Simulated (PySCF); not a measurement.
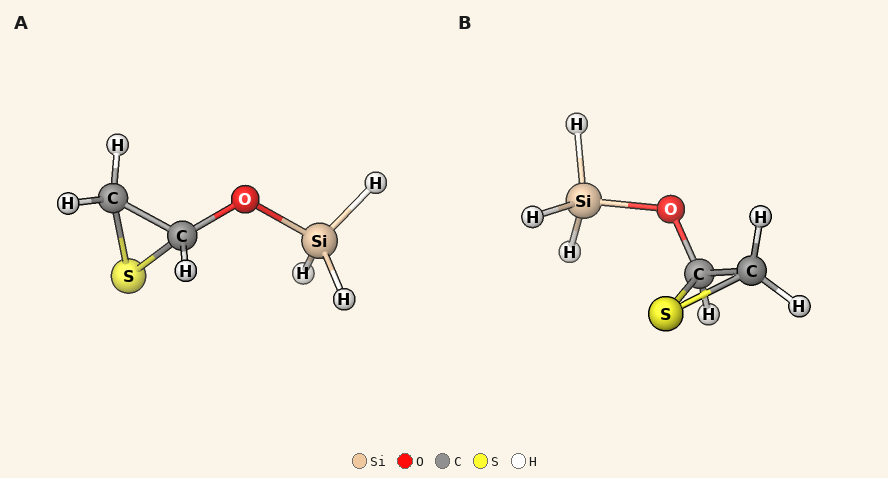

Distant atoms are faded towards the background colour. Computed geometry: PBE0-D3(BJ)/def2-SVP optimisation. No frequency run is at hand to confirm it as a minimum.

**Are A and B the same structure? If not, how do they differ?**

Yes. They are the same structure, C2H6OSSi ([SiH3]O[C@H]1CS1), seen from two directions: a rotation takes one into the other. The geometry is chiral (C1), so its mirror image would differ.
